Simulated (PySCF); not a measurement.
# C3H6F2 (SMILES FCCCF): what the fields show

```xyz
11

F     0.5648   -0.3284   -1.9040
C     0.3795   -0.9967   -0.7035
C     0.4534   -0.0203    0.4437
C    -0.6538    1.0037    0.4231
F    -1.8780    0.3771    0.6002
H    -0.5972   -1.4861   -0.7437
H     1.1600   -1.7581   -0.6242
H     0.4129   -0.5785    1.3847
H     1.4159    0.5005    0.4153
H    -0.5339    1.7305    1.2309
H    -0.6871    1.5310   -0.5338
```

Geometry: PBE0-D3(BJ)/def2-TZVP.

These are results of PySCF 2.14.0, PBE0/pcSseg-2, SCF density, gas phase, non-relativistic, not measurements.

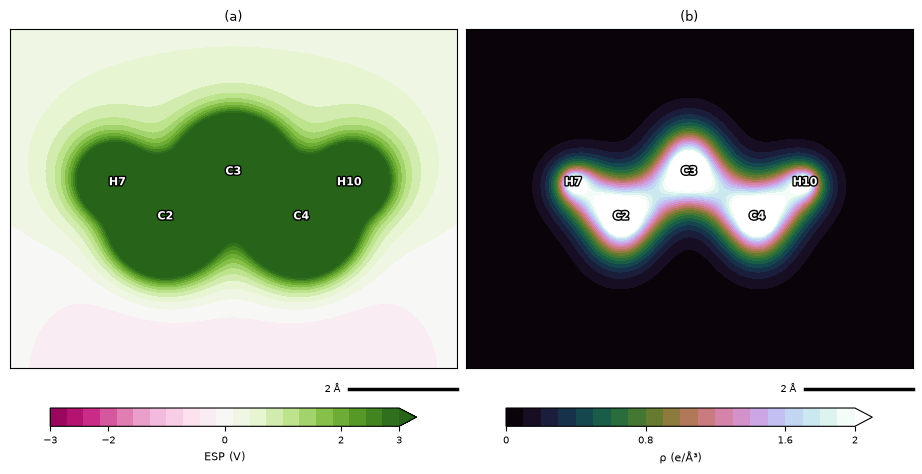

Figure 1. (a) molecular electrostatic potential; (b) total electron density on the plane of atoms C2, C3 and C4.

Q: Interpret the plot.

A: The section cuts through C and H sites.
C–C (1.51 Å): ρ is about 1.8 e/Å³ halfway.
C–H (1.09 Å): ρ at the midpoint is about 2.1 e/Å³.
Outside the dense part of the molecule the potential is most negative (−0.3 V) near H6, which lies off the plane.

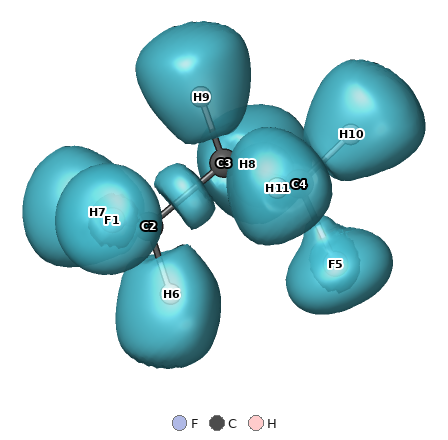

Figure 2. Isosurface of the electron localisation function at 0.75 (cyan), seen at an oblique angle. Core shells and regions of very low density are left out.

Q: Where are the electrons localised?

A: At this value the surface marks out two regions between bonded C–C atoms (shared pairs), six regions around hydrogen nuclei and two regions on F in which the atom's valence shell and bonds are merged. Profiles from the grid: C–F (1.39 Å): the ELF peaks at about 0.85 between the atoms, as expected for a polar covalent bond. C–C (1.51 Å): the ELF peaks at about 0.95 between the atoms; a shared electron pair.

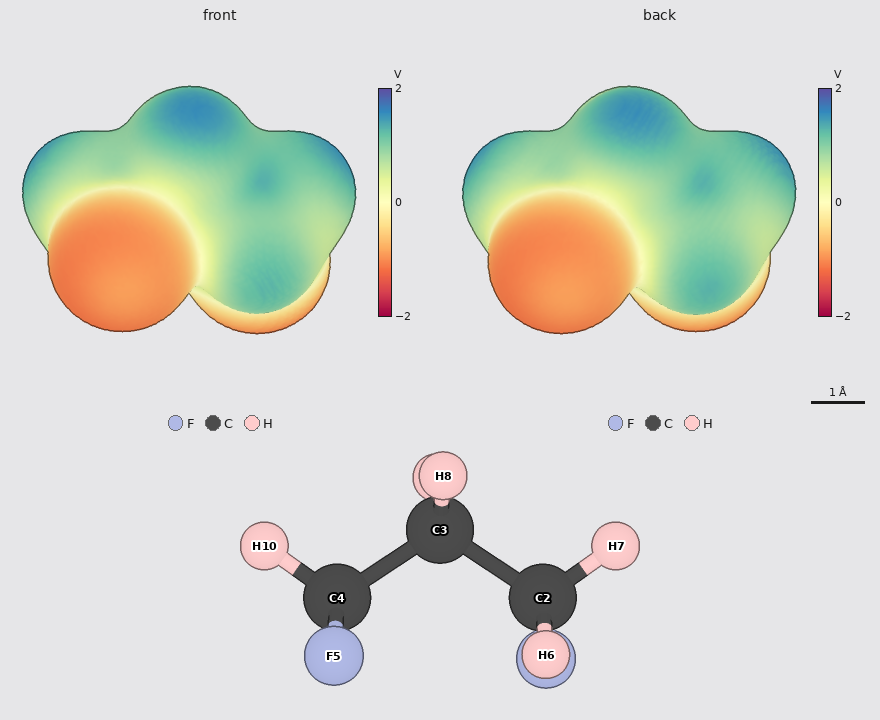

Figure 3. The molecular electrostatic potential painted on the density surface at 0.004 e/bohr³, seen from the front and from behind; red is negative and blue positive. The bare structure is drawn below in the same view.

Q: Describe the electrostatic potential map.

A: The most negative region (about −1.1 V) lies over F1 and F5, the most positive (about +1.5 V) over H7, H8, H9 and H10.

Q: How polar is the molecule by this calculation?

A: Its dipole moment is 2.07 D.
